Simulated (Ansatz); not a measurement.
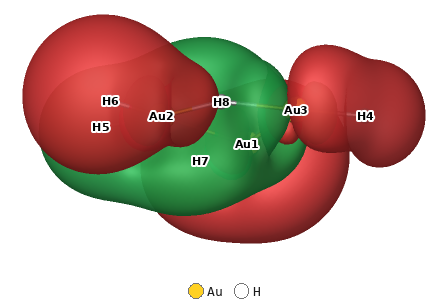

*Au3H5. One frontier orbital at ±0.04 Å⁻³ᐟ² (green and red are the two phases), seen from one side.*

Geometry: r2SCAN-D4/def2-SVP; core potentials replace the inner electrons of Au.

Level of theory: RKS PBE0-D4/def2-TZVP in Ansatz 0.2.0.

Input file:

```
crystal:
  periodic: [false, false, false]
  atoms:
    - {symbol: Au, position_ang: [0.160818, -1.694354, -0.188877]}
    - {symbol: Au, position_ang: [-0.650113, 0.718540, 0.680965]}
    - {symbol: Au, position_ang: [1.399553, 0.322435, -1.423252]}
    - {symbol: H, position_ang: [2.245849, -0.647977, -2.355529]}
    - {symbol: H, position_ang: [-1.738791, 0.276235, 1.738454]}
    - {symbol: H, position_ang: [-1.158279, 2.085238, 1.219222]}
    - {symbol: H, position_ang: [-0.761690, -2.537436, 0.749159]}
    - {symbol: H, position_ang: [0.502654, 1.477319, -0.420142]}
basis:
  gaussian: {orbitals: def2-TZVP, initial_orbitals: start.molden}
hamiltonian: {xc: pbe0, dispersion: d4}
scf: {omitted_lower_state_checks: [starts]}
output: {orbitals: {seedname: orbitals}}
```

Launched as:

```sh
ansatz run in.yaml --threads 4 --pin off --events-out ev --progress --plain --max-ram 3916MiB
```

### Which orbital is it: HOMO or LUMO?

The LUMO, at −3.14 eV. It lies mainly on Au2 (about 30 %), Au1 (about 25 %), H6 (about 15 %), Au3 (about 10 %), H7 (about 10 %) and H5 (about 5 %); it is symmetric in the molecular plane (an in-plane orbital: σ, lone-pair or in-plane π type).
